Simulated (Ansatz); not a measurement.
# CHB (triplet): one geometry, many settings

Aim: run CHB (triplet) at one geometry under a spread of methods and options, and see what each costs and gives.

Program: Ansatz 0.2.0, Gaussian basis. Level of theory: the settings change from run to run. These are calculated values, not measurements.

25 further runs of the same task are left out: 1 for a mislabelled method, 7 that didn't finish, 17 set aside as unsound or not needed.

### Step 1. What is computed

The geometry is a PBE0/def2-TZVP stationary point (not a proven minimum).

3 atoms, charge 0, spin multiplicity 3.

Atoms are counted from 1 here; the program's logs count them from 0.

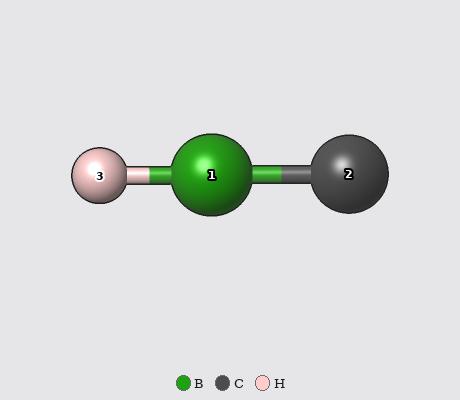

The geometry (boron green, carbon dark grey, hydrogen pink); atoms are numbered from 1 in the order of the file.

As a file:

```xyz
3
charge 0, multiplicity 3
B     0.0000    0.0000    0.0901
C     0.0000    0.0000   -1.3588
H     0.0000    0.0000    1.2688
```

### Step 2. NEVPT2(6,5)/6-31G

File in.yaml:

```yaml
crystal:
  periodic: [false, false, false]
  atoms:
    - {symbol: B, position_ang: [0.000000, 0.000000, 0.090069]}
    - {symbol: C, position_ang: [0.000000, 0.000000, -1.358850]}
    - {symbol: H, position_ang: [0.000000, 0.000000, 1.268781]}
basis:
  gaussian: {orbitals: 6-31G, point_charges: [{charge: -0.50, position_ang: [4.875, -0.433, -0.631]}]}
magnetization: {spin_polarized: false, initial_magnetization: 2}
correlation: {method: sc_nevpt2, electrons: outside_noble_gas, active_space: {window: {electrons: 6, orbitals: 5}}}
```

The run is started by

```sh
$ ansatz run in.yaml --threads 1 --pin off --events-out ev --progress --plain --max-ram 2393MiB
```

What it wrote:

```text
Functional definition: HF
  name "HF"
  cite "Fock, Z. Phys. 61, 126 (1930) doi:10.1007/BF01340294"
  parent pbe
  exchange = exact_x
  correlation = 0
285 factors; integrals over basis functions are off by at most 2.2e-4 eV
mean field evaluation 1: about -1711.4077 eV, gradient 1.2e1 eV
mean field evaluation 2: about -1711.4110 eV, gradient 1.2e1 eV
mean field evaluation 4: about -1712.1027 eV, gradient 1.9e0 eV
mean field evaluation 8: about -1712.1303 eV, gradient 1.9e-3 eV
mean field evaluation 16: about -1712.0191 eV, gradient 2.3e0 eV
mean field evaluation 32: about -1711.9275 eV, gradient 9.8e-1 eV
mean field -1712.13029526 eV, -62.9196278272 hartree, gradient 6.4e-6 eV, S^2 2.000000; 8 other end points of the search recorded, 0 dependent functions left out
reference -1712.13029526 eV, -62.9196278272 hartree; 7, 5 occupied and 13, 15 virtual orbitals, 285 factors
state -1712.87317147 eV, -62.9469280244 hartree
state -1712.87317147 eV, -62.9469280244 hartree; corrected -1714.84643879 eV, -63.0194442607 hartree
Total energy: -1714.84643879 eV, -63.0194442607 hartree
```

It took 0.54 s on 1 thread of Arm Neoverse V1, shared host.

From the report: 100 determinants; active occupations 2.00, 1.86, 1.00, 1.00, 0.14.

### Step 3. MRCISD+Q(4,8)/6-31G

File in.yaml:

```yaml
crystal:
  periodic: [false, false, false]
  atoms:
    - {symbol: B, position_ang: [0.000000, 0.000000, 0.090069]}
    - {symbol: C, position_ang: [0.000000, 0.000000, -1.358850]}
    - {symbol: H, position_ang: [0.000000, 0.000000, 1.268781]}
basis:
  gaussian: {orbitals: 6-31G}
magnetization: {spin_polarized: false, initial_magnetization: 2}
correlation: {method: fic_mrcisd_q, electrons: outside_noble_gas, active_space: {window: {electrons: 4, orbitals: 8}}}
```

Same command.

What it wrote, cut to the lines that bear on the results:

```text
Functional definition: HF
  name "HF"
  cite "Fock, Z. Phys. 61, 126 (1930) doi:10.1007/BF01340294"
  parent pbe
[...]
285 factors; integrals over basis functions are off by at most 2.2e-4 eV
[...]
mean field -1712.10465434 eV, -62.9186855407 hartree, gradient 3.0e-6 eV, S^2 2.000000; 6 other end points of the search recorded, 0 dependent functions left out
reference -1712.10465434 eV, -62.9186855407 hartree; 7, 5 occupied and 13, 15 virtual orbitals, 285 factors
state -1713.41631068 eV, -62.9668880222 hartree
contracted CI cycle   1: correlation 0.00000000 eV, 0.0000000000 hartree, residual 1.02e1 eV
contracted CI cycle   2: correlation -1.90232178 eV, -0.0699090361 hartree, residual 2.09e0 eV
contracted CI cycle   3: correlation -1.99578141 eV, -0.0733436141 hartree, residual 6.10e-1 eV
contracted CI cycle   4: correlation -2.00350842 eV, -0.0736275765 hartree, residual 1.72e-1 eV
contracted CI cycle   5: correlation -2.00417111 eV, -0.0736519299 hartree, residual 5.53e-2 eV
contracted CI cycle   6: correlation -2.00424337 eV, -0.0736545852 hartree, residual 1.88e-2 eV
contracted CI cycle   7: correlation -2.00425106 eV, -0.0736548678 hartree, residual 5.66e-3 eV
contracted CI cycle   8: correlation -2.00425172 eV, -0.0736548923 hartree, residual 1.72e-3 eV
contracted CI cycle   9: correlation -2.00425179 eV, -0.0736548947 hartree, residual 5.23e-4 eV
state -1713.41631068 eV, -62.9668880222 hartree; corrected -1715.51436829 eV, -63.0439902172 hartree
Total energy: -1715.51436829 eV, -63.0439902172 hartree
```

Wall time 5.5 s (1 thread of Arm Neoverse V1, shared host); peak memory 0.26 GiB.

From the report: 784 determinants; active occupations 1.90, 1.00, 0.97, 0.08, 0.04, 0.01, 0.00, 0.00.

### Step 4. CCSD on ROHF/def2-SVPD

File in.yaml:

```yaml
crystal:
  periodic: [false, false, false]
  atoms:
    - {symbol: B, position_ang: [0.000000, 0.000000, 0.090069]}
    - {symbol: C, position_ang: [0.000000, 0.000000, -1.358850]}
    - {symbol: H, position_ang: [0.000000, 0.000000, 1.268781]}
basis:
  gaussian: {orbitals: def2-SVPD}
magnetization: {spin_polarized: false, initial_magnetization: 2}
correlation: {method: ccsd, electrons: outside_noble_gas, diis_vectors: 2}
accuracy: high
output: {forces: true}
```

The command is unchanged.

What it wrote, cut to the lines that bear on the results:

```text
Functional definition: HF
  name "HF"
  cite "Fock, Z. Phys. 61, 126 (1930) doi:10.1007/BF01340294"
  parent pbe
[...]
899 factors; integrals over basis functions are off by at most 3.0e-9 eV
[...]
mean field -1711.51305449 eV, -62.8969446473 hartree, gradient 2.1e-8 eV, S^2 2.000000; 7 other end points of the search recorded, 0 dependent functions left out
[...]
determinant -1711.51305449 eV, -62.8969446473 hartree, with singles and doubles -1716.54297986 eV, -63.0817909952 hartree
determinant -1710.96238060 eV, -62.8767077550 hartree, with singles and doubles -1716.25481361 eV, -63.0712010810 hartree
determinant -1711.51305449 eV, -62.8969446473 hartree, with singles and doubles -1716.53286389 eV, -63.0814192402 hartree
determinant -1710.96238060 eV, -62.8767077550 hartree, with singles and doubles -1716.24401358 eV, -63.0708041872 hartree
2 core orbitals not correlated: weight in the atoms' cores, before any rotation towards them, 1.000 or more for the frozen orbitals, at most 0.000 for the correlated occupied ones
reference -1711.51305449 eV, -62.8969446473 hartree; 5, 3 occupied and 41, 43 virtual orbitals, 899 factors
second order -4.15462607 eV of doubles, -0.05199743 eV of singles
cycle   1  -5.01980904 eV  change    3.7e-7 eV  update   2.1e-6
[...]
cycle  13  -5.01980869 eV  change  -3.2e-10 eV  update  6.9e-10
[...]
Total energy: -1716.53286318 eV, -63.0814192141 hartree
Atom 0 at     0.000000     0.000000     0.090069 Å, force     0.000000     0.000000     0.163158 eV/Å
Atom 1 at     0.000000     0.000000    -1.358850 Å, force    -0.000000    -0.000000    -0.363140 eV/Å
Atom 2 at     0.000000     0.000000     1.268781 Å, force    -0.000000    -0.000000     0.199982 eV/Å
Dipole moment:     0.000000     0.000000     0.630338 e Å
```

Run time: 8.5 s. Hardware: 1 thread of Arm Neoverse V1, shared host.

From the report: correlation -5.0198 eV; T1 0.019; largest double amplitude 0.07.

### Step 5. CCSDT(Q)/B/6-31G*

File in.yaml:

```yaml
crystal:
  periodic: [false, false, false]
  atoms:
    - {symbol: B, position_ang: [0.000000, 0.000000, 0.090069]}
    - {symbol: C, position_ang: [0.000000, 0.000000, -1.358850]}
    - {symbol: H, position_ang: [0.000000, 0.000000, 1.268781]}
basis:
  gaussian: {orbitals: "6-31G*"}
magnetization: {spin_polarized: true, initial_magnetization: 2}
hamiltonian: {xc: {name: PBE0}}
correlation: {method: ccsdt_q_b, electrons: outside_noble_gas}
scf: {lower_state_search: off}
output: {forces: true}
```

Launched as before.

What it wrote, cut to the lines that bear on the results:

```text
Functional definition: PBE0
  name "PBE0"
  cite "Adamo & Barone, J. Chem. Phys. 110, 6158 (1999) doi:10.1063/1.478522"
  cite "Perdew, Burke & Ernzerhof, Phys. Rev. Lett. 77, 3865 (1996) doi:10.1103/PhysRevLett.77.3865"
  parent pbe
[...]
542 factors; integrals over basis functions are off by at most 1.7e-7 eV
[...]
mean field -1720.74963795 eV, -63.2363828288 hartree, gradient 3.0e-6 eV, S^2 2.006101; 0 other end points of the search recorded, 0 dependent functions left out
2 core orbitals not correlated: weight in the atoms' cores, before any rotation towards them, 1.000 or more for the frozen orbitals, at most 0.000 for the correlated occupied ones
reference -1712.70188732 eV, -62.9406334481 hartree; 5, 3 occupied and 25, 27 virtual orbitals, 542 factors
second order -4.04079823 eV of doubles, -0.11775577 eV of singles
cycle   1  -4.57222974 eV  change   -4.2e-1 eV  update   6.2e-2
[...]
cycle  18  -4.97025255 eV  change   -6.1e-8 eV  update   9.5e-8
perturbative correction -0.00944349 eV, -0.0003470417 hartree
[...]
Total energy: -1717.68158336 eV, -63.1236339021 hartree
Atom 0 at     0.000000     0.000000     0.090069 Å, force     0.000000    -0.000000     0.282148 eV/Å
Atom 1 at     0.000000     0.000000    -1.358850 Å, force    -0.000000     0.000000    -0.430429 eV/Å
Atom 2 at     0.000000     0.000000     1.268781 Å, force    -0.000000    -0.000000     0.148281 eV/Å
Dipole moment:     0.000000    -0.000000     0.526460 e Å
Checks for a lower state left out: starts, cluster_reference, orbital_swaps, neighbouring_geometries, increment
```

It took 44 s on 1 thread of Arm Neoverse V1, shared host; peak memory 0.56 GiB.

From the report: ⟨S²⟩ of the determinant 2.006 (pure triplet: 2.00); correlation -4.9797 eV; T1 0.008; largest double amplitude 0.10. The orbitals are Kohn-Sham ones, so correlation energy and T1 don't compare with those on Hartree-Fock orbitals.

### Step 6. The runs in one table

Where basis and cores are those of an earlier FCI/6-31G run (-1715.5783 eV), and the state is the same kind, the miss against it is given.

```
                                    level         correlated  functions  energy (eV)  from FCI (meV)    time
NEVPT2(6,5)/6-31G (beside a point charge)  outside noble gas         20   -1714.8464                  0.54 s
                      MRCISD+Q(4,8)/6-31G  outside noble gas         20   -1715.5144            63.9   5.5 s
                   CCSD on ROHF/def2-SVPD  outside noble gas         48   -1716.5329                   8.5 s
     CCSDT(Q)/B/6-31G* (on PBE0 orbitals)  outside noble gas         32   -1717.6816                    44 s
```

### Step 7. Summary of results

```
quantity                                              value
    runs                                                  4
quickest  NEVPT2(6,5)/6-31G (beside a point charge), 0.54 s
 slowest         CCSDT(Q)/B/6-31G* (on PBE0 orbitals), 44 s
```

**Reading.** Total energies in different bases, with other cores or another treatment of relativity can't be set against each other. CCSDT(Q)/B/6-31G* (on PBE0 orbitals) took 82 times as long as NEVPT2(6,5)/6-31G (beside a point charge); the jobs differ in more than the method.
